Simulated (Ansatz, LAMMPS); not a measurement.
# Static equation of state of glassy 40SiO2-28Al2O3-16Li2O-16SrO (mol %) (85 atoms)

Density of this cell: 3.21 g/cm³. The cell holds 85 atoms: 10 Si, 14 Al, 8 Li, 4 Sr and 49 O. Its edges and angles: a = 9.765 Å, b = 9.843 Å, c = 9.971 Å, α = 90.1°, β = 92.0°, γ = 89.0°. The starting structure: 85 atoms (10 Si, 14 Al, 8 Li, 4 Sr, 49 O) placed at random at 3.29 g/cm³, melted at 4000 K for 10 ps at fixed volume with the Morse and Coulomb pair potential with partial charges (Pedone, Malavasi, Menziani, Cormack and Segre, J. Phys. Chem. B 110, 11780 (2006)). Quenched from 4000 K to 300 K at 6 K/ps and fixed volume, held 5 ps, then minimised at fixed cell.

Calculated with Ansatz 0.2.0: Kohn-Sham DFT, PBEsol, PAW (set soft_2), plane waves; cutoff 420 eV, Γ point, fixed occupations. Cell and atoms were relaxed first, to V0 = 11.267 Å³ an atom at a residual P0 = -0.010 GPa. The cell was then scaled evenly, and the atoms were relaxed at each volume.

| volume (Å³/atom) | pressure (GPa) |
| --- | --- |
| 10.140 | 8.086 |
| 10.591 | ? |
| 10.929 | 2.323 |
| 11.605 | -1.994 |
| 11.943 | -2.655 |

Task: Fit the third-order Birch–Murnaghan equation to the rows given and interpolate to the withheld row.

Worked fit:

Take the Eulerian strain f = ½[(V0/V)^(2/3) − 1] and the normalised pressure F = (P − P0) / [3f(1 + 2f)^(5/2)]. The third-order Birch–Murnaghan equation is then the line F = B0 + (3/2)B0(B′ − 4) f, so u = f and v = F.

```
      u = f  v = F (GPa)
  0.0363826      62.2364
  0.0102571      72.0926
-0.00975627      71.1964
 -0.0190505      50.9953
```

With n = 4: mean u = 0.00445821, mean v = 64.1302, Σ(u − ū)² = 0.0018075, Σ(u − ū)(v − v̄) = 0.19405. Slope b = 0.19405 / 0.0018075 = 107.36; intercept a = v̄ − b ū = 63.652.

So B0 = a = 63.7 GPa and B′ = 4 + 2b/(3a) = 5.12. At the withheld volume f = 0.02106, F = a + b f = 65.91 GPa, and P = P0 + 3f(1 + 2f)^(5/2) F.

Prediction at 10.591: 4.605 GPa. The run gave 4.814 GPa, so the fit is low by 0.21 GPa (4.3 % of the value).

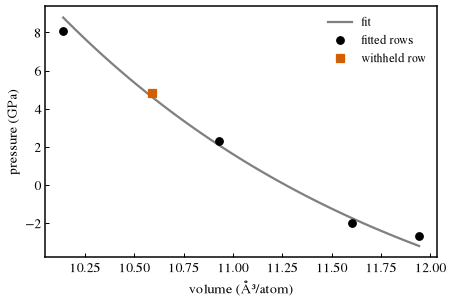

The fit, the rows that it rests on and the withheld row.

The series isn't one smooth equation of state: even a line fitted to all rows, the withheld one included, misses F by up to 20.9 %, the count of bonds changes along the series and an atom moves over 0.5 Å in some relaxation. B0 and B′ are then only the numbers of this fit, not moduli of the material. Among the rows given, the largest miss of the fit is at 10.140, by 0.69 GPa (6.4 % of the range of the table).

Limits: Static cells at zero temperature; the cell shape is held. The program notes that the SCF threshold of these relaxations is loose for the stress. The quench rate of 6 K/ps is many orders above laboratory rates, so the cell is likely richer in defects and strain than a real sample. The network of bonds at the start is that of the classical potential that made the cell, and needn't be the one that DFT or experiment would give. Only the Γ point is sampled, in a cell whose shortest periodic width is 10 Å.

[Logs are printed without paths, hosts, clocks, repeated set-up lines and the standing remarks that a program may print on its own settings, such as how far it seeks lower states.]

[Hosts, paths, dates, database ids (printed as entryN), source tags and the programs' standing remarks are cut or masked in the printed files.]
